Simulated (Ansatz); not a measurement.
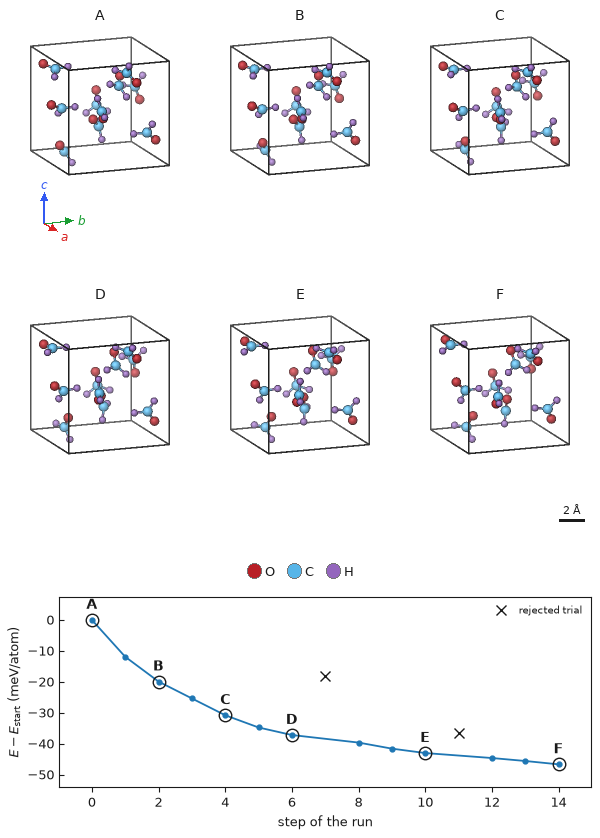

Frames of a relaxation of an amorphous cell of composition H2CO, marked on the history of the run. Style: ball-and-stick. Shown: the cell of the calculation, slightly off an axis.

The cell holds 10 H2CO. The run prepares the start of a later molecular dynamics calculation, from a guessed geometry.

All numbers below come from DFT PBE-D3(BJ), scalar-relativistic, plane waves, PAW (Ansatz 0.2.0). Settings: plane-wave cutoff 420 eV; k-point mesh 1 × 1 × 1; occupations fermi dirac; smearing width 0.05 eV; no spin polarisation; atoms relaxed in a fixed cell; force threshold 0.3 eV/Å; at most 15 steps.

Question: What happens along the run?

Answer: The relaxation stopped without meeting its thresholds, so the last structure isn't shown to be converged. It used up its limit of 15 steps. The energy falls by 46.7 meV per atom in 12 accepted moves (14 points after the start). The largest force component goes from 1.6 to 0.76 eV/Å. The line search rejected the trial steps at points 7, 11 of the run. An O atom moves most: 1.43 Å along [−1 3 1]. By element the largest moves are O 1.43 Å, H 1.06 Å, C 0.88 Å. The lattice vectors keep their values. Near-neighbour distances that change, for instance: C–H 1.104 → 1.126 Å, C–O 1.220 → 1.210 Å. Among the angles between lasting bonds that change: H–C–H 115.7° → 117.8°. Cost: 45 s on 1 thread of INTEL(R) XEON(R) PLATINUM 8581C CPU @ 2.10GHz (Emerald Rapids), with other jobs on the host, peak memory 0.62 GiB. From step 0 to 2: an O atom moves most (0.33 Å), energy −19.9 meV per atom. From step 2 to 4: an H atom moves most (0.33 Å), energy −10.9 meV per atom. From step 4 to 6: an O atom moves most (0.37 Å), energy −6.4 meV per atom. From step 6 to 10: an O atom moves most (0.32 Å), energy −5.8 meV per atom. From step 10 to 14: an O atom moves most (0.33 Å), energy −3.7 meV per atom.

```csv
step,"E − E(0), meV/atom","largest force component, eV/Å",note
0,0.00,1.5673,
1,-11.92,0.9499,
2,-19.93,0.9641,
3,-25.38,0.9813,
4,-30.81,0.6979,
5,-34.77,0.3489,
6,-37.21,0.9243,
7,-18.04,2.7284,rejected
8,-39.65,0.5426,
9,-41.61,0.3721,
10,-43.04,0.6139,
11,-36.52,1.9284,rejected
12,-44.64,0.4921,
13,-45.60,0.4029,
14,-46.69,0.7626,
```
